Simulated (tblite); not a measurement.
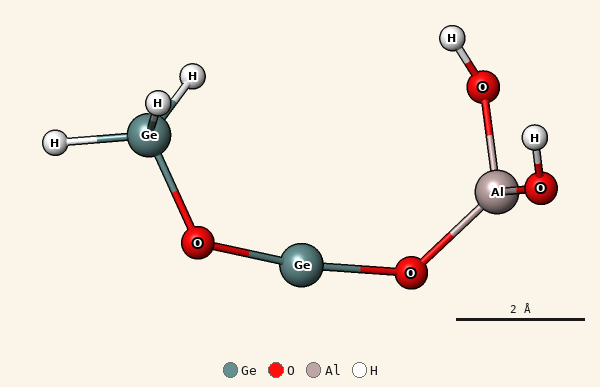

Fig. 1: The input geometry (ball-and-stick view, seen at a tilt). Sticks mark near contacts. Bond lengths as drawn: Al–O 1.87 to 1.88 Å, Ge–H 1.50 to 1.52 Å, Ge–O 1.86 to 1.87 Å and H–O 0.99 to 1.01 Å.

## Run report: AlGe2H5O4, geometry relaxation (part 1 of 2)

- system: AlGe2H5O4, SMILES [OH][Al]([OH])[O][Ge][O][GeH3]
- method: GFN2-xTB geometry optimisation, gas phase (tblite 0.8.0)

## Input file
```
{"job": {"kind": "relax", "xc": "GFN2-xTB", "basis": "xTB"}, "charge": 0, "multiplicity": 1}
Ge    -0.470802    -0.419013    -1.317247
O     -0.080463     1.233488    -0.553664
Ge     0.810622     1.460434     1.068113
O     -0.929018    -2.159692    -1.826503
Al    -1.473032    -3.497285    -0.627352
O     -3.172877    -3.251048     0.148799
O     -0.149035    -4.191720     0.496977
H      1.482167     0.164223     1.439829
H     -0.171052     1.868969     2.119721
H      1.868122     2.541533     0.878726
H     -3.317203    -3.100081     1.137601
H      0.091514    -3.823789     1.379027
```

The first line tells a small driver script what to run in tblite; the rest is the geometry in Å.

Hardware: 1 CPU thread, shared host.

Run as:
```bash
OMP_NUM_THREADS=1 python <driver script> task.json out
```

## Output
```
step      E/eV     max force
  0    -650.89715    3.396
  1    -651.46777    2.874
  2    -652.49220    1.560
  3    -652.64879    1.678
  4    -652.76267    1.274
  5    -652.98076    1.117
  6    -653.18580    1.778
  7    -653.38672    2.063
  8    -653.53209    1.721
  9    -653.65696    0.954
 10    -653.72167    0.638
 11    -653.75630    0.702
 12    -653.84294    0.738
 13    -653.88593    0.748
 14    -653.92554    0.480
 15    -653.95126    0.479
 16    -653.97367    0.569
 17    -653.99768    0.581
 18    -654.01896    0.391
 19    -654.03218    0.382
 20    -654.04281    0.261
 21    -654.05025    0.236
 22    -654.06194    0.387
 23    -654.07687    0.482
 24    -654.09525    0.403
 25    -654.10745    0.218
 26    -654.11232    0.470
 27    -654.11509    0.399
 28    -654.12149    0.270
 29    -654.13038    0.393
 30    -654.13845    0.485
 31    -654.14749    0.408
 32    -654.15516    0.345
 33    -654.15943    0.291
 34    -654.16081    0.364
 35    -654.16410    0.090
 36    -654.16546    0.092
 37    -654.16818    0.104
 38    -654.16938    0.116
 39    -654.17288    0.145
 40    -654.17562    0.121
 41    -654.17760    0.087
 42    -654.17815    0.071
 43    -654.17882    0.062
 44    -654.17987    0.077
 45    -654.18106    0.087
 46    -654.18182    0.084
 47    -654.18220    0.071
 48    -654.18251    0.055
 49    -654.18286    0.046
 50    -654.18322    0.050
 51    -654.18346    0.036
 52    -654.18362    0.036
 53    -654.18379    0.038
 54    -654.18403    0.059
 55    -654.18436    0.087
 56    -654.18481    0.101
 57    -654.18528    0.078
 58    -654.18557    0.029
 59    -654.18565    0.020
 60    -654.18569    0.023
 61    -654.18573    0.021
 62    -654.18581    0.020
 63    -654.18592    0.023
 64    -654.18601    0.017
 65    -654.18605    0.020
 66    -654.18608    0.020
 67    -654.18614    0.018
 68    -654.18625    0.028
 69    -654.18646    0.036
 70    -654.18670    0.031
 71    -654.18682    0.017
 72    -654.18685    0.014
 73    -654.18687    0.012
 74    -654.18689    0.016
 75    -654.18694    0.025
 76    -654.18700    0.027
 77    -654.18704    0.018
 78    -654.18706    0.011
 79    -654.18707    0.011
 80    -654.18709    0.014
 81    -654.18714    0.029
 82    -654.18723    0.041
 83    -654.18733    0.037
 84    -654.18739    0.018
 85    -654.18741    0.010
 86    -654.18742    0.009
 87    -654.18744    0.015
 88    -654.18746    0.022
 89    -654.18751    0.024
 90    -654.18756    0.020
 91    -654.18761    0.019
 92    -654.18766    0.024
 93    -654.18773    0.035
 94    -654.18782    0.041
 95    -654.18793    0.035
 96    -654.18802    0.026
 97    -654.18810    0.035
 98    -654.18819    0.037
 99    -654.18830    0.039
100    -654.18843    0.038
101    -654.18857    0.041
102    -654.18871    0.043
103    -654.18887    0.042
104    -654.18908    0.043
105    -654.18930    0.036
106    -654.18949    0.042
107    -654.18966    0.045
108    -654.18981    0.044
109    -654.18997    0.037
110    -654.19015    0.037
111    -654.19033    0.037
112    -654.19053    0.046
113    -654.19075    0.050
114    -654.19095    0.037
115    -654.19114    0.032
116    -654.19129    0.038
117    -654.19148    0.042
118    -654.19162    0.039
119    -654.19177    0.035
120    -654.19190    0.043
121    -654.19205    0.042
122    -654.19236    0.042
123    -654.19255    0.047
124    -654.19281    0.072
125    -654.19315    0.073
126    -654.19382    0.083
127    -654.19460    0.098
128    -654.19573    0.137
129    -654.19635    0.132
130    -654.19741    0.243
131    -654.19896    0.138
132    -654.20043    0.089
133    -654.20359    0.152
134    -654.20629    0.205
135    -654.21150    0.274
136    -654.22130    0.318
137    -654.22934    0.341
138    -654.23597    0.396
139    -654.23366    0.538
140    -654.24436    0.371
141    -654.25009    0.320
142    -654.25626    0.140
143    -654.25873    0.188
144    -654.25999    0.151
145    -654.26100    0.107
146    -654.26179    0.093
147    -654.26258    0.075
148    -654.26349    0.085
149    -654.26477    0.115
150    -654.26584    0.124
151    -654.26698    0.117
152    -654.26802    0.106
153    -654.26915    0.104
154    -654.27039    0.093
155    -654.27158    0.082
156    -654.27256    0.086
157    -654.27358    0.092
158    -654.27525    0.133
159    -654.27845    0.193
160    -654.28310    0.216
161    -654.28951    0.300
162    -654.29610    0.387
163    -654.30642    0.365
164    -654.31147    0.756
165    -654.30451    1.066
166    -654.32335    0.180
167    -654.32673    0.188
168    -654.33210    0.364
169    -654.33813    0.196
170    -654.34130    0.134
171    -654.34368    0.146
172    -654.34560    0.100
173    -654.34664    0.133
174    -654.34764    0.114
175    -654.34859    0.055
176    -654.34936    0.083
177    -654.35031    0.084
178    -654.35165    0.082
179    -654.35211    0.056
180    -654.35253    0.046
181    -654.35285    0.043
182    -654.35318    0.031
183    -654.35331    0.021
184    -654.35338    0.020
185    -654.35343    0.023
186    -654.35351    0.025
187    -654.35360    0.026
188    -654.35371    0.027
189    -654.35380    0.026
190    -654.35388    0.020
191    -654.35395    0.021
192    -654.35400    0.018
193    -654.35403    0.018
194    -654.35406    0.015
195    -654.35411    0.017
196    -654.35417    0.029
197    -654.35427    0.036
198    -654.35436    0.034
199    -654.35445    0.035
200    -654.35452    0.027
201    -654.35452    0.027
202    -654.35562    0.019
203    -654.35571    0.005
```

## Trajectory as extended XYZ (Å, eV, eV/Å), 27 frames, from step=0 to step=203
```
12
Properties=species:S:1:pos:R:3:forces:R:3 step=0 energy=-650.89715
Ge   -0.4708   -0.4190   -1.3172   -0.2110   0.0940  -1.7020
O    -0.0805    1.2335   -0.5537    0.9190  -0.1030   2.1040
Ge    0.8106    1.4604    1.0681   -0.1790   0.4410  -1.0090
O    -0.9290   -2.1597   -1.8265   -0.8800  -2.1260   2.4980
Al   -1.4730   -3.4973   -0.6274    0.2930   1.7750   1.6890
O    -3.1729   -3.2510    0.1488    2.0900  -0.0850   0.7650
O    -0.1490   -4.1917    0.4970   -1.5230   1.3530  -0.5320
H     1.4822    0.1642    1.4398   -0.0440  -0.0450  -0.0310
H    -0.1711    1.8690    2.1197   -0.1750  -0.0080  -0.0330
H     1.8681    2.5415    0.8787   -0.2570  -0.2100  -0.1140
H    -3.3172   -3.1001    1.1376    0.3760  -0.4820  -2.2550
H     0.0915   -3.8238    1.3790   -0.4090  -0.6040  -1.3800
12
Properties=species:S:1:pos:R:3:forces:R:3 step=8 energy=-653.53209
Ge   -0.5630   -0.3260   -1.8863    0.3630   0.9200   0.6790
O    -0.0478    0.7575   -0.4088    0.3820   0.1160   0.3010
Ge    0.8260    1.4334    1.1158   -0.6510  -0.4780  -1.5200
O    -0.9229   -1.9460   -1.3508   -0.0120   0.1220   0.0440
Al   -1.3979   -3.1496   -0.2841   -0.0240  -0.0970   0.0940
O    -3.0120   -3.2474    0.1043    0.0530   0.1360   0.0710
O    -0.2495   -4.1163    0.4312   -0.0650   0.1170   0.0630
H     1.5020    0.1805    1.4836    0.3670  -0.2630   0.4280
H    -0.2147    1.8864    2.0955   -0.0770   0.0180  -0.0510
H     1.8262    2.5530    0.7926   -0.3640  -0.2800  -0.0990
H    -3.3992   -3.2109    0.9685   -0.2240  -0.1200  -0.0610
H     0.1417   -3.9886    1.2825    0.2530  -0.1910   0.0510
12
Properties=species:S:1:pos:R:3:forces:R:3 step=16 energy=-653.97367
Ge   -0.5282   -0.1734   -1.8522    0.0130   0.1480  -0.1240
O     0.0184    0.6788   -0.3980    0.0500   0.1520  -0.0170
Ge    0.7833    1.2799    1.0327    0.0020  -0.1050  -0.0240
O    -0.9157   -1.7387   -1.1990    0.0290  -0.0140  -0.2140
Al   -1.3612   -2.9962   -0.2013   -0.1410  -0.3760   0.4030
O    -2.9746   -3.1660    0.1295   -0.0870   0.1880   0.0050
O    -0.2761   -4.0400    0.4874   -0.0320   0.1520   0.0150
H     1.5878    0.1798    1.6279    0.0710  -0.1460   0.1140
H    -0.2424    1.8259    1.9508   -0.3550  -0.0480   0.2010
H     1.6453    2.4153    0.6373    0.3100   0.2530  -0.2290
H    -3.5275   -3.3063    0.8847   -0.0690  -0.1020  -0.0920
H     0.2797   -4.1329    1.2441    0.2080  -0.1030  -0.0370
12
Properties=species:S:1:pos:R:3:forces:R:3 step=24 energy=-654.09525
Ge   -0.5362   -0.1537   -1.8423   -0.1450  -0.3510  -0.1320
O     0.0671    0.7047   -0.4418    0.1820   0.1920   0.2980
Ge    0.7932    1.2869    1.0397   -0.0440  -0.0570  -0.3200
O    -0.9269   -1.7480   -1.1738    0.1020   0.3020  -0.1780
Al   -1.3835   -2.9478   -0.1024   -0.0070  -0.1310   0.0890
O    -3.0184   -3.0252    0.1603   -0.0710  -0.0340   0.1560
O    -0.2830   -3.9413    0.6113    0.0520  -0.0720   0.2630
H     1.5827    0.2002    1.6882    0.1060  -0.1570   0.0260
H    -0.3224    1.7169    1.9294   -0.1060   0.1400   0.0560
H     1.6868    2.3924    0.5557   -0.0130   0.0730   0.1230
H    -3.6185   -3.4132    0.7859    0.0660   0.0040  -0.1300
H     0.4480   -4.2459    1.1339   -0.1200   0.0930  -0.2510
12
Properties=species:S:1:pos:R:3:forces:R:3 step=32 energy=-654.15516
Ge   -0.5551   -0.2009   -1.8605    0.0360   0.0910  -0.0720
O     0.1034    0.7088   -0.4856    0.1000   0.0910   0.1220
Ge    0.7882    1.2699    1.0150    0.0450   0.1020  -0.0020
O    -0.9206   -1.7510   -1.1485    0.0680  -0.0140  -0.0250
Al   -1.3848   -2.9292   -0.0517   -0.0170  -0.0670   0.0830
O    -3.0134   -2.9799    0.2062   -0.1660  -0.0360   0.0340
O    -0.3486   -3.9255    0.7501    0.2570  -0.1920   0.1280
H     1.5935    0.1802    1.6808   -0.0700   0.0060  -0.0770
H    -0.3353    1.7425    1.9042    0.0260  -0.0500  -0.0790
H     1.6926    2.4249    0.6313   -0.0800  -0.0980   0.0230
H    -3.6458   -3.4688    0.7146    0.0180   0.0080  -0.0020
H     0.5149   -4.2448    0.9881   -0.2170   0.1580  -0.1330
12
Properties=species:S:1:pos:R:3:forces:R:3 step=40 energy=-654.17562
Ge   -0.5287   -0.1983   -1.8458    0.0190  -0.0750   0.0240
O     0.1467    0.7404   -0.4968   -0.0250  -0.0150  -0.0910
Ge    0.7959    1.2784    1.0189   -0.0050   0.0470  -0.0500
O    -0.8757   -1.7607   -1.1077   -0.0290   0.0170   0.1020
Al   -1.3997   -2.9299   -0.0113    0.0230  -0.0150  -0.0610
O    -3.0358   -2.9838    0.2237    0.0290   0.0410  -0.0330
O    -0.3836   -3.9605    0.7974    0.1030  -0.0030  -0.0300
H     1.5688    0.1561    1.6436    0.0160  -0.0190   0.0400
H    -0.3546    1.7326    1.8650   -0.0300  -0.0150   0.0420
H     1.6878    2.4323    0.6522    0.0390   0.0060   0.0300
H    -3.6657   -3.4958    0.7091   -0.0340  -0.0250   0.0440
H     0.5335   -4.1848    0.8957   -0.1060   0.0550  -0.0190
12
Properties=species:S:1:pos:R:3:forces:R:3 step=48 energy=-654.18251
Ge   -0.4993   -0.2233   -1.8468    0.0170  -0.0120   0.0180
O     0.1636    0.7652   -0.5274    0.0060  -0.0110  -0.0340
Ge    0.7921    1.2809    1.0076   -0.0010   0.0150  -0.0120
O    -0.8664   -1.7442   -1.0446   -0.0360  -0.0010  -0.0260
Al   -1.4161   -2.9429   -0.0008    0.0260   0.0370   0.0310
O    -3.0538   -2.9881    0.2242    0.0140  -0.0110  -0.0070
O    -0.3878   -3.9796    0.7854    0.0230  -0.0080  -0.0230
H     1.5559    0.1534    1.6416    0.0000  -0.0070   0.0030
H    -0.3675    1.7159    1.8548   -0.0140   0.0020   0.0060
H     1.6986    2.4326    0.6695    0.0150   0.0100   0.0250
H    -3.6734   -3.5027    0.7217   -0.0300  -0.0130   0.0160
H     0.5431   -4.1413    0.8588   -0.0210   0.0000   0.0020
12
Properties=species:S:1:pos:R:3:forces:R:3 step=56 energy=-654.18481
Ge   -0.4697   -0.2352   -1.8530   -0.0030  -0.0100   0.0060
O     0.1919    0.7777   -0.5495    0.0070  -0.0180  -0.0060
Ge    0.7912    1.2838    1.0017   -0.0010   0.0290  -0.0040
O    -0.8901   -1.7325   -1.0308   -0.0010   0.0070   0.0080
Al   -1.4219   -2.9389    0.0160   -0.0110  -0.0070  -0.0110
O    -3.0578   -3.0060    0.2428    0.0060   0.0000   0.0150
O    -0.3822   -3.9874    0.7743   -0.0780   0.0570  -0.0290
H     1.5439    0.1495    1.6343    0.0080  -0.0190   0.0160
H    -0.3803    1.7116    1.8376   -0.0100  -0.0060  -0.0070
H     1.7067    2.4405    0.7018   -0.0020  -0.0050   0.0020
H    -3.6939   -3.5102    0.7306    0.0050   0.0000   0.0000
H     0.5511   -4.1266    0.8383    0.0810  -0.0280   0.0120
12
Properties=species:S:1:pos:R:3:forces:R:3 step=64 energy=-654.18601
Ge   -0.4598   -0.2395   -1.8573    0.0010   0.0080  -0.0100
O     0.2169    0.7700   -0.5598    0.0100   0.0010   0.0110
Ge    0.7921    1.2812    0.9996   -0.0090  -0.0040   0.0080
O    -0.9078   -1.7200   -1.0251   -0.0070   0.0020  -0.0110
Al   -1.4281   -2.9307    0.0209   -0.0060   0.0010  -0.0010
O    -3.0608   -3.0073    0.2618    0.0010  -0.0020   0.0040
O    -0.3708   -3.9674    0.7649   -0.0100  -0.0130   0.0050
H     1.5395    0.1478    1.6443   -0.0030   0.0040   0.0050
H    -0.3941    1.7043    1.8182    0.0000  -0.0070  -0.0100
H     1.7063    2.4421    0.7144    0.0030  -0.0030  -0.0050
H    -3.7033   -3.5191    0.7332    0.0150   0.0050   0.0050
H     0.5589   -4.1355    0.8290    0.0060   0.0060  -0.0010
12
Properties=species:S:1:pos:R:3:forces:R:3 step=72 energy=-654.18685
Ge   -0.4549   -0.2350   -1.8646    0.0080  -0.0010  -0.0060
O     0.2531    0.7507   -0.5656   -0.0070   0.0020   0.0000
Ge    0.7913    1.2743    1.0025    0.0010  -0.0040  -0.0020
O    -0.9257   -1.7118   -1.0376    0.0110  -0.0040  -0.0060
Al   -1.4331   -2.9224    0.0148   -0.0030   0.0040  -0.0010
O    -3.0632   -2.9990    0.2750    0.0010  -0.0010   0.0010
O    -0.3742   -3.9626    0.7534   -0.0060   0.0070  -0.0040
H     1.5310    0.1498    1.6714   -0.0020   0.0010   0.0020
H    -0.4176    1.6916    1.7885    0.0000   0.0040   0.0040
H     1.7054    2.4378    0.7265   -0.0030  -0.0040   0.0030
H    -3.6802   -3.5255    0.7635   -0.0070  -0.0010   0.0120
H     0.5571   -4.1219    0.8164    0.0080  -0.0020  -0.0020
12
Properties=species:S:1:pos:R:3:forces:R:3 step=80 energy=-654.18709
Ge   -0.4472   -0.2357   -1.8704    0.0080  -0.0060   0.0040
O     0.2549    0.7474   -0.5654   -0.0070  -0.0040   0.0000
Ge    0.7886    1.2717    1.0044    0.0120  -0.0030  -0.0070
O    -0.9246   -1.7150   -1.0495   -0.0040   0.0030   0.0010
Al   -1.4357   -2.9202    0.0080    0.0060  -0.0020   0.0010
O    -3.0645   -2.9996    0.2788    0.0030   0.0060  -0.0010
O    -0.3753   -3.9588    0.7467    0.0080   0.0030   0.0030
H     1.5270    0.1494    1.6789   -0.0070   0.0000  -0.0040
H    -0.4217    1.6917    1.7854   -0.0100   0.0040   0.0080
H     1.7046    2.4347    0.7313   -0.0050  -0.0050   0.0000
H    -3.6733   -3.5223    0.7819    0.0020   0.0050   0.0000
H     0.5562   -4.1173    0.8138   -0.0060   0.0000  -0.0070
```
